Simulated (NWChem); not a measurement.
C2H2ClSi (charge −1): energy and gradient calculation (part 2 of 2)

The same run, continued: C2H2ClSi, charge −1, SMILES C#C[SiH-]Cl; HCTH/407/6-311G*, UKS (NWChem 7.3.0). The geometry comes from this level: GFN2-xTB.

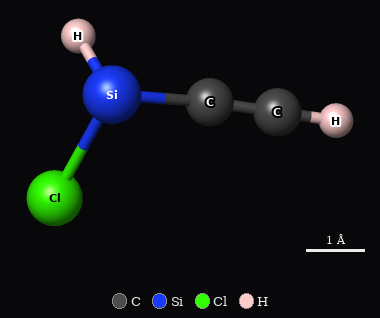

*The structure as given in the input (ball-and-stick view, seen at a tilt).*

Log, continued
```
      Non-variational initial energy
      ------------------------------

 Total energy =    -836.981724
 1-e energy   =   -1481.808891
 2-e energy   =     487.795109
 HOMO         =       0.056509
 LUMO         =       0.234708

   Time after variat. SCF:      0.3
   Time prior to 1st pass:      0.3

 Grid_pts file          = ./c2h2clsi.gridpts.0
 Record size in doubles =  12289        No. of grid_pts per rec  =   3070
 Max. records in memory =     78        Max. recs in file   = *********

           Memory utilization after 1st SCF pass:
           Heap Space remaining (MW):        0.00                 500
          Stack Space remaining (MW):      115.34           115342372

   convergence    iter        energy       DeltaE   RMS-Dens  Diis-err    time
 ---------------- ----- ----------------- --------- --------- ---------  ------
 d=70,ls=0.0,diis     1   -827.0728436370 -9.84D+02  9.64D-03  7.60D-01     1.1
                                                     9.64D-03  7.60D-01
 d=70,ls=0.0,diis     2   -827.1289686308 -5.61D-02  4.17D-03  2.43D-01     1.9
                                                     4.17D-03  2.43D-01
  Resetting Diis
 d=70,ls=0.0,diis     3   -827.1361213332 -7.15D-03  2.16D-03  1.46D-01     2.6
                                                     2.16D-03  1.46D-01
 d=70,ls=0.0,diis     4   -827.1655000302 -2.94D-02  3.19D-03  7.29D-02     3.5
                                                     3.19D-03  7.29D-02
 d=70,ls=0.0,diis     5   -827.1833579155 -1.79D-02  1.63D-03  2.38D-02     4.3
                                                     1.63D-03  2.38D-02
 d= 0,ls=0.0,diis     6   -827.1916389028 -8.28D-03  7.65D-04  1.54D-02     5.1
                                                     7.65D-04  1.54D-02
 d= 0,ls=0.0,diis     7   -827.2222935519 -3.07D-02  6.03D-04  2.27D-03     6.0
                                                     6.03D-04  2.27D-03
 d= 0,ls=0.0,diis     8   -827.2233687969 -1.08D-03  2.76D-04  1.98D-04     6.8
                                                     2.76D-04  1.98D-04
 d= 0,ls=0.0,diis     9   -827.2234563804 -8.76D-05  1.26D-04  7.53D-05     7.7
                                                     1.26D-04  7.53D-05
 d= 0,ls=0.0,diis    10   -827.2234792174 -2.28D-05  4.53D-05  4.18D-05     8.5
                                                     4.53D-05  4.18D-05
 d= 0,ls=0.0,diis    11   -827.2235032988 -2.41D-05  5.19D-06  1.21D-07     9.3
                                                     5.19D-06  1.21D-07
 d= 0,ls=0.0,diis    12   -827.2235033455 -4.67D-08  2.58D-06  3.50D-08    10.2
                                                     2.58D-06  3.50D-08

         Total DFT energy =     -827.223503345511
      One electron energy =    -1462.825435634156
           Coulomb energy =      539.618048673752
    Exchange-Corr. energy =      -61.048174161829
 Nuclear repulsion energy =      157.032057776722

 Numeric. integr. density =       45.999998992997

     Total iterative time =      9.9s

   alpha - beta orbital overlaps
   -----------------------------

   alpha      1      2      3      4      5      6      7      8      9     10
    beta      1      2      3      4      5      6      7      8      9     10
 overlap   1.000  1.000  1.000  1.000  1.000  1.000  1.000  1.000  1.000  1.000

   alpha     11     12     13     14     15     16     17     18     19     20
    beta     11     12     13     14     15     16     17     18     19     20
 overlap   1.000  1.000  1.000  1.000  1.000  1.000  1.000  1.000  1.000  1.000

   alpha     21     22     23     24     25     26     27     28     29     30
    beta     21     22     23     24     25     26     27     28     29     30
 overlap   1.000  1.000  1.000  1.000  1.000  1.000  1.000  1.000  1.000  1.000

   alpha     31     32     33     34     35     36     37     38     39     40
    beta     31     32     33     34     35     36     37     38     39     40
 overlap   1.000  1.000  1.000  1.000  1.000  1.000  1.000  1.000  1.000  1.000

   alpha     41     42     43     44     45     46     47     48     49     50
    beta     41     42     43     44     45     46     47     48     49     50
 overlap   1.000  1.000  1.000  1.000  1.000  1.000  1.000  1.000  1.000  1.000

   alpha     51     52     53     54     55     56     57     58     59     60
    beta     51     52     53     54     55     56     57     58     59     60
 overlap   1.000  1.000  1.000  1.000  1.000  1.000  1.000  1.000  1.000  1.000

   alpha     61     62     63     64     65     66     67     68     69     70
    beta     61     62     63     64     65     66     67     68     69     70
 overlap   1.000  1.000  1.000  1.000  1.000  1.000  1.000  1.000  1.000  1.000

   alpha     71     72     73     74     75     76     77     78     79     80
    beta     71     72     73     74     75     76     77     78     79     80
 overlap   1.000  1.000  1.000  1.000  1.000  1.000  1.000  1.000  1.000  1.000

   alpha     81     82     83     84     85     86     87     88     89     90
    beta     81     82     83     84     85     86     87     88     89     90
 overlap   1.000  1.000  1.000  1.000  1.000  1.000  1.000  1.000  1.000  1.000

   alpha     91     92     93     94
    beta     91     92     93     94
 overlap   1.000  1.000  1.000  1.000

     --------------------------
     Expectation value of S2:
     --------------------------
      <S2> =     -0.0000 (Exact =     0.0000)

 center of mass
 --------------
 x =   0.11931148 y =  -1.59102640 z =   4.76852474

 moments of inertia (a.u.)
 ------------------
         904.260145581133         -65.863514615893           2.694909267170
         -65.863514615893         572.886500992437         267.227009726097
           2.694909267170         267.227009726097         385.605123614460

     Multipole analysis of the density
     ---------------------------------

     L   x y z        total         alpha         beta         nuclear
     -   - - -        -----         -----         ----         -------
     0   0 0 0     -1.000000    -23.000000    -23.000000     45.000000

     1   1 0 0     -0.317418     -2.503601     -2.503601      4.689783
     1   0 1 0      1.632842     34.928321     34.928321    -68.223800
     1   0 0 1     -5.515262   -108.403139   -108.403139    211.291016

     2   2 0 0    -34.997620    -25.113715    -25.113715     15.229811
     2   1 1 0     -1.055334    -11.992169    -11.992169     22.929004
     2   1 0 1     -2.018957    -11.197317    -11.197317     20.375676
     2   0 2 0    -39.829028   -162.142418   -162.142418    284.455807
     2   0 1 1     11.194609    232.593849    232.593849   -453.993088
     2   0 0 2    -64.083729   -675.832575   -675.832575   1287.581422

            General Information
            -------------------
          SCF calculation type: DFT
          Wavefunction type:  spin polarized.
          No. of atoms     :     6
          No. of electrons :    46
           Alpha electrons :    23
            Beta electrons :    23
          Charge           :    -1
          Spin multiplicity:     1
          Use of symmetry is: off; symmetry adaption is: off
          Maximum number of iterations:  50
          This is a Direct SCF calculation.
          AO basis - number of functions:    94
                     number of shells:    46
          Convergence on energy requested:  1.00D-06
          Convergence on density requested:  1.00D-05
          Convergence on gradient requested:  5.00D-04

              XC Information
              --------------
                      HCTH407 Method XC Functional
                      HCTH407  Exchange Functional  1.000
                   HCTH407  Correlation Functional  1.000

             Grid Information
             ----------------
          Grid used for XC integration:  medium
          Radial quadrature: Mura-Knowles
          Angular quadrature: Lebedev.
          Tag              B.-S. Rad. Rad. Pts. Rad. Cut. Ang. Pts.
          ---              ---------- --------- --------- ---------
          C                   0.70       49          11.0       434
          Si                  1.10       88          11.0       590
          Cl                  1.00       88          13.0       590
          H                   0.35       45          13.0       434
          Grid pruning is: on
          Number of quadrature shells:   364
          Spatial weights used:  Erf1

          Convergence Information
          -----------------------
          Convergence aids based upon iterative change in
          total energy or number of iterations.
          Levelshifting, if invoked, occurs when the
          HOMO/LUMO gap drops below (HL_TOL):  1.00D-02
          DIIS, if invoked, will attempt to extrapolate
          using up to (NFOCK):  4 stored Fock matrices.

                    Damping(70%)  Levelshifting(0.5)       DIIS
                  --------------- ------------------- ---------------
          dE  on:    start            ASAP                start
          dE off:    5 iters         50 iters            50 iters

      Screening Tolerance Information
      -------------------------------
          Density screening/tol_rho:  1.00D-10
          AO Gaussian exp screening on grid/accAOfunc:  14
          CD Gaussian exp screening on grid/accCDfunc:  20
          XC Gaussian exp screening on grid/accXCfunc:  20
          Schwarz screening/accCoul:  1.00D-08

                            NWChem DFT Gradient Module
                            --------------------------

                                 C2H2ClSi gradient

  charge          =  -1.00
  wavefunction    = open shell

                         DFT ENERGY GRADIENTS

    atom               coordinates                        gradient
                 x          y          z           x          y          z
   1 C       0.000000   0.000000   0.000000    0.000454  -0.001020   0.028510
   2 C       0.000000   0.000000   2.281309    0.001770   0.000057  -0.027676
   3 Si      0.881689   0.000000   5.691812   -0.014638   0.008821  -0.005565
   4 Cl     -0.355412  -4.080682   6.658461   -0.000670  -0.001868  -0.000329
   5 H      -0.135057  -0.023454  -1.993847    0.000728  -0.000075   0.007497
   6 H      -1.476791   1.171250   6.717805    0.012357  -0.005915  -0.002438

                 ----------------------------------------
                 |  Time  |  1-e(secs)   |  2-e(secs)   |
                 ----------------------------------------
                 |  CPU   |       0.00   |       2.62   |
                 ----------------------------------------
                 |  WALL  |       0.00   |       2.62   |
                 ----------------------------------------

 Task  times  cpu:       13.3s     wall:       13.3s
 Total times  cpu:       13.3s     wall:       13.3s
```

The run was set up as follows.

Input file
```
start c2h2clsi
title "C2H2ClSi gradient"
memory stack 880 mb heap 220 mb global 1100 mb
charge -1

geometry noautosym nocenter
  zmatrix
    C
    C 1 1.207217
    Si 2 1.864094 1 165.50515
    Cl 3 2.313709 2 98.23483 1 -109.43291
    H 1 1.057589 4 147.19647 3 170.95156
    H 3 1.495515 2 98.19876 1 155.24632
  end
end

basis spherical
  C library 6-311G*
  Si library 6-311G*
  Cl library 6-311G*
  H library 6-311G*
end

dft
  xc hcth407
  mult 1
  odft
  grid medium
  convergence damp 70 diis 4 ncydp 5
  direct
  maxiter 50
  noprint "final vectors analysis"
end

task dft gradient
```

Run as:
```bash
nwchem c2h2clsi.nw > c2h2clsi.out
```

Key numbers

| quantity | value |
| --- | --- |
| outcome | converged |
| total energy | −827.223503 hartree |
| basis functions | 94 |
| largest force | 1.467 eV/Å |
| hardware | 1 thread of AMD EPYC (Zen 5), 16 GiB of memory available, shared host |
| wall time | 14 s |
| peak memory | 0.12 GiB |

Remarks

Settings chosen away from the usual ones: diis set to 4; damping set to 70.
